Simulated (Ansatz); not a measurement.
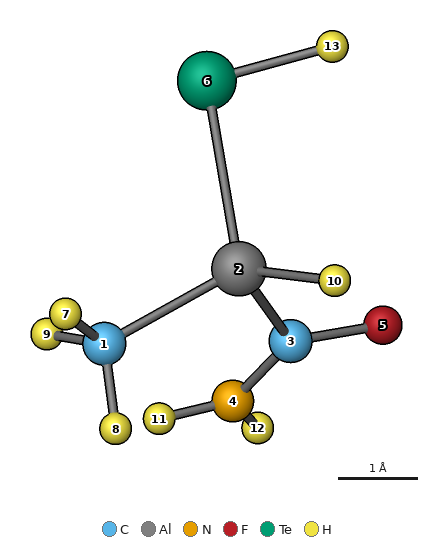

**Figure 1.** The starting structure (ball-and-stick view, seen at a tilt; atoms are numbered from 1 in the order of the input). Sticks mark near contacts.

C$_{2}$H$_{7}$AlFNTe: nudged elastic band

C$_{2}$H$_{7}$AlFNTe, computed with RKS BHLYP/def2-SVP (Ansatz 0.2.0).

It belongs to a series of runs on one base structure; here: band between the two ends. Figures and captions count atoms from 1; the log counts them from 0 in places.

## The input
```yaml
crystal:
  periodic: [false, false, false]
  atoms:
    - { symbol: C, position_ang: [-0.109844, -1.61869, 0.955638] }
    - { symbol: Al, position_ang: [0.933793, 0.011998, 0.542477] }
    - { symbol: C, position_ang: [-0.020725, 0.659568, -1.214378] }
    - { symbol: "N", position_ang: [-1.148603, 0.196024, -1.648809] }
    - { symbol: F, position_ang: [0.412509, 1.637715, -1.948821] }
    - { symbol: Te, position_ang: [0.211987, 2.012113, 2.067016] }
    - { symbol: H, position_ang: [0.258718, -2.083266, 1.877447] }
    - { symbol: H, position_ang: [-0.020748, -2.383006, 0.172167] }
    - { symbol: H, position_ang: [-1.179466, -1.432289, 1.12309] }
    - { symbol: H, position_ang: [2.466465, -0.067255, 0.159475] }
    - { symbol: H, position_ang: [-1.579914, -0.568609, -1.152346] }
    - { symbol: H, position_ang: [-1.628588, 0.601546, -2.442189] }
    - { symbol: H, position_ang: [1.424916, 2.99945, 1.524133] }
basis:
  gaussian: { orbitals: def2-SVP }
hamiltonian:
  xc: { name: BHLYP }
neb:
  order_check: false
  images: 7
  f_tol: 0.05
  max_iterations: 17
  initial_path: idpp
  spring: 0.5
  final_atoms:
    - { symbol: C, position_ang: [-0.14603909, -1.5926054, 0.99481888] }
    - { symbol: Al, position_ang: [0.89993561, 0.04055226, 0.59611155] }
    - { symbol: C, position_ang: [0.0467087, 0.62229071, -1.23445282] }
    - { symbol: "N", position_ang: [-1.05009241, 0.13547617, -1.72007154] }
    - { symbol: F, position_ang: [0.52004434, 1.57606669, -1.97648182] }
    - { symbol: Te, position_ang: [0.05619032, 2.07035871, 2.01535197] }
    - { symbol: H, position_ang: [0.00801342, -2.3823023, 0.24763476] }
    - { symbol: H, position_ang: [-1.22737756, -1.41862312, 1.08088239] }
    - { symbol: H, position_ang: [0.1627848, -2.01818761, 1.95654489] }
    - { symbol: H, position_ang: [2.45399195, -0.02609551, 0.30944585] }
    - { symbol: H, position_ang: [-1.50671056, -0.61365155, -1.22236791] }
    - { symbol: H, position_ang: [-1.48261056, 0.50885254, -2.55534044] }
    - { symbol: H, position_ang: [1.28566104, 3.06316743, 1.52282424] }
```

Machine: 2 threads of AMD EPYC (Zen 3), 16 GiB of memory available, shared host.

Command:
```bash
ansatz run input.yaml --threads 2 --pin off --max-ram 3072MiB --backend cpu --events-out ev --progress --plain --runs-dir out
```

## Output
```
Engine: ansatz 0.2.0, x86_64-unknown-linux-gnu
Functional definition: BHLYP
  parameter a = 0.5
  exchange = (1 - a)*b88_x + a*exact_x
  correlation = lyp_c
1562 factors; integrals over basis functions are off by at most 3.5e-4 eV
mean field evaluation 1: about -20268.5135 eV, gradient 4.8e1 eV
mean field evaluation 2: about -20269.5122 eV, gradient 4.2e1 eV
mean field evaluation 4: about -20273.5851 eV, gradient 2.0e0 eV
mean field evaluation 8: about -20273.6815 eV, gradient 1.1e-1 eV
mean field evaluation 16: about -20273.6815 eV, gradient 6.9e-5 eV
mean field -20273.68153993 eV, -745.0440545976 hartree, gradient 6.9e-5 eV, S^2 0.000000; 0 other end points of the search recorded, 0 dependent functions left out
the calculation of the forces begins
reference -20273.68173317 eV, -745.0440616991 hartree; 36, 36 occupied and 99, 99 virtual orbitals, 1562 factors
1562 factors; integrals over basis functions are off by at most 8.1e-4 eV
mean field evaluation 32: about -20273.6815 eV, gradient 6.7e-5 eV
mean field -20273.68149033 eV, -745.0440527749 hartree, gradient 6.9e-5 eV, S^2 0.000000; 0 other end points of the search recorded, 0 dependent functions left out
[... from here on the field's lines of each further geometry are left out, up to the last ...]
NEB iter   1: max|band force component| = 5.824e-1 eV/Å  barrier→ = 0.1161 eV  barrier← = 0.1160 eV  Δτ_max = 0.1189 Å  (260 SCF iters)
NEB iter   2: max|band force component| = 2.358e-1 eV/Å  barrier→ = 0.0527 eV  barrier← = 0.0527 eV  CI = image 4  Δτ_max = 0.1019 Å  (236 SCF iters)
NEB iter   3: max|band force component| = 1.050e-1 eV/Å  barrier→ = 0.0465 eV  barrier← = 0.0465 eV  CI = image 4  Δτ_max = 0.0674 Å  (236 SCF iters)
NEB iter   4: max|band force component| = 8.720e-2 eV/Å  barrier→ = 0.0433 eV  barrier← = 0.0433 eV  CI = image 4  Δτ_max = 0.0248 Å  (224 SCF iters)
NEB iter   5: max|band force component| = 5.362e-2 eV/Å  barrier→ = 0.0428 eV  barrier← = 0.0427 eV  CI = image 4  Δτ_max = 0.0423 Å  (194 SCF iters)
NEB iter   6: max|band force component| = 5.030e-2 eV/Å  barrier→ = 0.0424 eV  barrier← = 0.0424 eV  CI = image 4  Δτ_max = 0.0180 Å  (217 SCF iters)
the calculation of the forces begins
reference -20273.67537926 eV, -745.0438281970 hartree; 36, 36 occupied and 99, 99 virtual orbitals, 1562 factors
1562 factors; integrals over basis functions are off by at most 4.4e-4 eV
mean field evaluation 544: about -20273.5433 eV, gradient 2.0e0 eV
mean field -20273.63919316 eV, -745.0424983825 hartree, gradient 2.7e-5 eV, S^2 0.000000; 1 other end points of the search recorded, 0 dependent functions left out
the calculation of the forces begins
reference -20273.63938515 eV, -745.0425054379 hartree; 36, 36 occupied and 99, 99 virtual orbitals, 1562 factors
NEB iter   7: max|band force component| = 1.889e-2 eV/Å  barrier→ = 0.0423 eV  barrier← = 0.0423 eV  CI = image 4  Δτ_max = 0.0000 Å  (400 SCF iters)
```

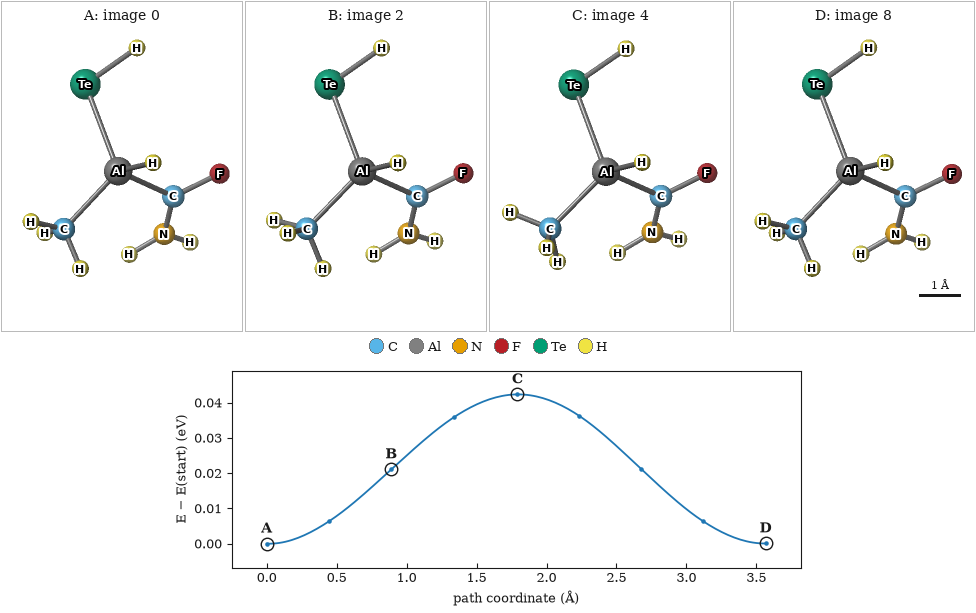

**Figure 2.** Images of the last band (counted from 0; ball-and-stick, seen at a tilt) above the energy along the path; the line is a cubic interpolation that uses the forces. The highest image is number 4, 0.042 eV above the start and 0.042 eV above the end (the climbing image); start and end have the same energy. The path is 3.57 Å long. The band converged in 7 iterations.

```
Total energy: -20273.63938515 eV, -745.0425054379 hartree
Atom 0 at    -0.213854    -1.511766     1.196263 Å, force     0.003742     0.008881    -0.012983 eV/Å
Atom 1 at     0.739642     0.169580     0.742865 Å, force    -0.005599    -0.007682    -0.002815 eV/Å
Atom 2 at     0.250828     0.482019    -1.277961 Å, force     0.005526    -0.017652     0.018891 eV/Å
Atom 3 at    -0.696068    -0.110546    -1.932245 Å, force     0.007473     0.008808     0.006912 eV/Å
Atom 4 at     0.833069     1.392540    -1.996369 Å, force     0.004351     0.014050    -0.014605 eV/Å
Atom 5 at    -0.528898     2.267510     1.665924 Å, force    -0.001115     0.000243     0.004753 eV/Å
Atom 6 at     0.500595    -2.269544     1.536949 Å, force     0.004765    -0.001683     0.005217 eV/Å
Atom 7 at    -0.767999    -1.977694     0.369049 Å, force    -0.001189    -0.000175    -0.003118 eV/Å
Atom 8 at    -0.934750    -1.370186     2.008141 Å, force    -0.003070    -0.000245     0.007641 eV/Å
Atom 9 at     2.319362     0.252192     0.765612 Å, force    -0.001489    -0.000287     0.001033 eV/Å
Atom 10 at    -1.220113    -0.837368    -1.470382 Å, force    -0.008574    -0.001347    -0.007235 eV/Å
Atom 11 at    -0.954438     0.163710    -2.871425 Å, force    -0.003880    -0.003421     0.001257 eV/Å
Atom 12 at     0.693123     3.314851     1.278480 Å, force    -0.000941     0.000511    -0.004949 eV/Å
Dipole moment:    -0.503873    -0.611420    -1.298531 e Å
this run last wrote the band of iteration 7 to [file]
```

## The last band as extended XYZ (Å, eV, eV/Å)
```
13
Properties=species:S:1:pos:R:3:forces:R:3 image=0 energy=-20273.68154
C    -0.1098   -1.6187    0.9556   -0.0003  -0.0087   0.0010
Al    0.9338    0.0120    0.5425   -0.0008   0.0005  -0.0014
C    -0.0207    0.6596   -1.2144    0.0010  -0.0036   0.0063
N    -1.1486    0.1960   -1.6488   -0.0018   0.0016  -0.0025
F     0.4125    1.6377   -1.9488    0.0001   0.0012  -0.0030
Te    0.2120    2.0121    2.0670    0.0017   0.0005  -0.0006
H     0.2587   -2.0833    1.8774   -0.0044   0.0033  -0.0071
H    -0.0207   -2.3830    0.1722   -0.0016   0.0056   0.0064
H    -1.1795   -1.4323    1.1231    0.0060  -0.0028  -0.0005
H     2.4665   -0.0673    0.1595   -0.0002   0.0008   0.0007
H    -1.5799   -0.5686   -1.1523    0.0006   0.0001   0.0003
H    -1.6286    0.6015   -2.4422    0.0002   0.0003   0.0000
H     1.4249    2.9994    1.5241   -0.0005   0.0011   0.0005
13
Properties=species:S:1:pos:R:3:forces:R:3 image=1 energy=-20273.67522
C    -0.1316   -1.5903    1.0181    0.0015   0.0015  -0.0035
Al    0.8927    0.0521    0.5986   -0.0001  -0.0006  -0.0015
C     0.0394    0.6155   -1.2373   -0.0005  -0.0016   0.0016
N    -1.0471    0.1150   -1.7324   -0.0001   0.0005   0.0033
F     0.5046    1.5771   -1.9742   -0.0020   0.0026  -0.0014
Te    0.0294    2.0883    1.9967    0.0029  -0.0006   0.0040
H     0.3636   -2.1463    1.8221   -0.0060   0.0056   0.0118
H    -0.1925   -2.2857    0.1696    0.0127  -0.0065  -0.0004
H    -1.1538   -1.3973    1.3663   -0.0071   0.0005  -0.0145
H     2.4468    0.0008    0.3074    0.0003  -0.0004  -0.0015
H    -1.4980   -0.6421   -1.2420   -0.0016  -0.0001   0.0013
H    -1.4769    0.4840   -2.5711   -0.0024  -0.0001   0.0022
H     1.2438    3.0942    1.4931    0.0024  -0.0009  -0.0014
13
Properties=species:S:1:pos:R:3:forces:R:3 image=2 energy=-20273.66047
C    -0.1541   -1.5683    1.0828    0.0046   0.0052  -0.0108
Al    0.8452    0.0885    0.6496   -0.0015  -0.0061  -0.0028
C     0.1037    0.5730   -1.2565    0.0001  -0.0062   0.0083
N    -0.9401    0.0452   -1.8112    0.0050   0.0044   0.0072
F     0.6090    1.5188   -1.9875   -0.0011   0.0081  -0.0070
Te   -0.1575    2.1532    1.9065    0.0041   0.0010   0.0075
H     0.4473   -2.1996    1.7466   -0.0031   0.0061   0.0222
H    -0.3747   -2.1945    0.2067    0.0165  -0.0090  -0.0055
H    -1.1009   -1.3853    1.6030   -0.0143   0.0016  -0.0154
H     2.4152    0.0757    0.4543   -0.0002  -0.0010  -0.0022
H    -1.4163   -0.7030   -1.3314   -0.0066  -0.0007  -0.0021
H    -1.3137    0.3856   -2.6881   -0.0060  -0.0030   0.0029
H     1.0575    3.1760    1.4399    0.0024  -0.0005  -0.0024
13
Properties=species:S:1:pos:R:3:forces:R:3 image=3 energy=-20273.64562
C    -0.1809   -1.5439    1.1424    0.0062   0.0085  -0.0160
Al    0.7945    0.1266    0.6977   -0.0059  -0.0095  -0.0022
C     0.1745    0.5293   -1.2703    0.0047  -0.0159   0.0143
N    -0.8236   -0.0272   -1.8786    0.0082   0.0095   0.0102
F     0.7206    1.4573   -1.9946    0.0017   0.0144  -0.0124
Te   -0.3454    2.2114    1.7970    0.0036   0.0027   0.0075
H     0.4943   -2.2425    1.6490    0.0030   0.0025   0.0206
H    -0.5687   -2.0939    0.2731    0.0106  -0.0075  -0.0080
H    -1.0261   -1.3783    1.8185   -0.0139   0.0014  -0.0044
H     2.3737    0.1603    0.6082   -0.0009  -0.0012  -0.0020
H    -1.3255   -0.7642   -1.4082   -0.0102  -0.0012  -0.0063
H    -1.1394    0.2829   -2.7887   -0.0072  -0.0047   0.0021
H     0.8726    3.2477    1.3692    0.0002   0.0008  -0.0033
13
Properties=species:S:1:pos:R:3:forces:R:3 image=4 energy=-20273.63919
C    -0.2139   -1.5118    1.1963    0.0037   0.0089  -0.0130
Al    0.7396    0.1696    0.7429   -0.0056  -0.0077  -0.0028
C     0.2508    0.4820   -1.2780    0.0055  -0.0177   0.0189
N    -0.6961   -0.1105   -1.9322    0.0075   0.0088   0.0069
F     0.8331    1.3925   -1.9964    0.0044   0.0140  -0.0146
Te   -0.5289    2.2675    1.6659   -0.0011   0.0002   0.0048
H     0.5006   -2.2695    1.5369    0.0048  -0.0017   0.0052
H    -0.7680   -1.9777    0.3690   -0.0012  -0.0002  -0.0031
H    -0.9347   -1.3702    2.0081   -0.0031  -0.0002   0.0076
H     2.3194    0.2522    0.7656   -0.0015  -0.0003   0.0010
H    -1.2201   -0.8374   -1.4704   -0.0086  -0.0013  -0.0072
H    -0.9544    0.1637   -2.8714   -0.0039  -0.0034   0.0013
H     0.6931    3.3149    1.2785   -0.0009   0.0005  -0.0049
13
Properties=species:S:1:pos:R:3:forces:R:3 image=5 energy=-20273.64524
C    -0.2532   -1.4672    1.2404    0.0017   0.0070  -0.0069
Al    0.6837    0.2204    0.7825   -0.0084  -0.0006  -0.0018
C     0.3268    0.4341   -1.2782    0.0077  -0.0185   0.0137
N    -0.5602   -0.2113   -1.9656    0.0076   0.0089   0.0066
F     0.9314    1.3303   -1.9964    0.0038   0.0097  -0.0098
Te   -0.7001    2.3204    1.5194   -0.0015  -0.0019   0.0005
H     0.4658   -2.2748    1.4181    0.0032  -0.0068  -0.0117
H    -0.9562   -1.8424    0.4832   -0.0134   0.0077   0.0053
H    -0.8378   -1.3573    2.1600    0.0097  -0.0028   0.0128
H     2.2544    0.3507    0.9169   -0.0015   0.0006   0.0030
H    -1.0947   -0.9327   -1.5073   -0.0051  -0.0013  -0.0072
H    -0.7656    0.0180   -2.9296   -0.0004  -0.0035  -0.0001
H     0.5261    3.3769    1.1714   -0.0036   0.0015  -0.0045
13
Properties=species:S:1:pos:R:3:forces:R:3 image=6 energy=-20273.66027
C    -0.2941   -1.4163    1.2739   -0.0065   0.0052  -0.0044
Al    0.6268    0.2771    0.8160    0.0024  -0.0037  -0.0006
C     0.4010    0.3861   -1.2707   -0.0143  -0.0030   0.0104
N    -0.4235   -0.3186   -1.9776    0.0204   0.0083   0.0111
F     1.0195    1.2687   -1.9937    0.0125   0.0051  -0.0106
Te   -0.8590    2.3637    1.3670   -0.0023  -0.0019  -0.0020
H     0.4019   -2.2630    1.2835   -0.0005  -0.0062  -0.0192
H    -1.1264   -1.6933    0.6115   -0.0150   0.0125   0.0081
H    -0.7295   -1.3561    2.2775    0.0181  -0.0052   0.0131
H     2.1806    0.4552    1.0523   -0.0020   0.0018   0.0058
H    -0.9627   -1.0355   -1.5176   -0.0051  -0.0052  -0.0091
H    -0.5768   -0.1394   -2.9617   -0.0032  -0.0085   0.0004
H     0.3625    3.4368    1.0546   -0.0045   0.0010  -0.0030
13
Properties=species:S:1:pos:R:3:forces:R:3 image=7 energy=-20273.67519
C    -0.3378   -1.3619    1.2919   -0.0013   0.0032  -0.0025
Al    0.5701    0.3388    0.8425   -0.0022   0.0022  -0.0011
C     0.4669    0.3473   -1.2564    0.0070  -0.0137   0.0078
N    -0.2869   -0.4282   -1.9681    0.0064   0.0091   0.0068
F     1.0963    1.2119   -1.9917    0.0020   0.0063  -0.0054
Te   -1.0035    2.3969    1.2244   -0.0029   0.0001   0.0001
H     0.3113   -2.2310    1.1304   -0.0038  -0.0027  -0.0149
H    -1.2729   -1.5409    0.7430   -0.0104   0.0082   0.0067
H    -0.6156   -1.3743    2.3519    0.0123  -0.0047   0.0062
H     2.1015    0.5628    1.1685   -0.0015   0.0006   0.0018
H    -0.8261   -1.1399   -1.4997   -0.0020  -0.0033  -0.0046
H    -0.3866   -0.3114   -2.9684   -0.0010  -0.0066   0.0007
H     0.2037    3.4953    0.9467   -0.0027   0.0013  -0.0015
13
Properties=species:S:1:pos:R:3:forces:R:3 image=8 energy=-20273.68149
C    -0.2723   -1.4073    1.2214   -0.0010  -0.0060   0.0023
Al    0.7188    0.2455    0.7673   -0.0088  -0.0019   0.0008
C     0.3063    0.4047   -1.2875    0.0139  -0.0079  -0.0037
N    -0.5976   -0.2822   -1.9095    0.0004   0.0027   0.0135
F     0.8786    1.2675   -2.0700   -0.0077   0.0009   0.0029
Te   -0.5952    2.3738    1.5353   -0.0006  -0.0002   0.0007
H     0.1189   -2.2888    0.6964   -0.0022   0.0055   0.0029
H    -1.3509   -1.3488    1.0208    0.0041  -0.0006   0.0008
H    -0.1817   -1.6246    2.2919    0.0014   0.0022  -0.0088
H     2.2960    0.3132    0.8647   -0.0001   0.0013   0.0005
H    -1.1079   -0.9842   -1.3956   -0.0003   0.0014  -0.0088
H    -0.8353   -0.1090   -2.8778   -0.0022  -0.0007  -0.0014
H     0.6428    3.4055    1.1574    0.0032   0.0031  -0.0016
```

## Key numbers

| quantity | value |
| --- | --- |
| outcome | converged |
| barrier, forward | 0.042 eV |
| barrier, backward | 0.042 eV |
| wall time | 8.5 min (CPU time 17 min) |
| peak memory | 0.43 GiB |

## Remarks

The order of the saddle point was not checked.
